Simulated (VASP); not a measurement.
```xyz
6
Lattice="3.7008 0.0000 0.0000 0.0000 3.7008 0.0000 0.0000 0.0000 6.7027" Properties=species:S:1:pos:R:3 pbc="T T T"
Y      3.7008     1.8504     1.5146
Y      1.8504     3.7008     5.1881
S      3.7008     1.8504     4.3100
S      1.8504     0.0000     2.3927
F      0.0000     3.7008     0.0000
F      1.8504     1.8504     0.0000
```

Calculation: LDA (Ceperley-Alder, Perdew-Zunger), VASP's LDA PAW potentials (set 64) (plane waves; VASP). Settings: 520 eV cut-off, 7×7×4 Γ-centred mesh, tetrahedra with Blöchl corrections, potentials Y_sv S F.

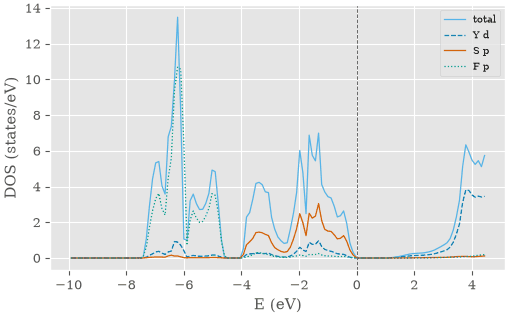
Figure: Total and projected density of states, zero at the valence-band maximum

Within 2 eV below the valence-band maximum the largest weight inside VASP's projection spheres is S p, then Y d.

The gap is direct, 0.99 eV, from the valence maximum at Γ to the conduction minimum at Γ.

The structure comes from a computed database's YSF entry (P4/nmm); how it stands against other phases isn't given here. It was relaxed first, which changed the volume by -6 %.
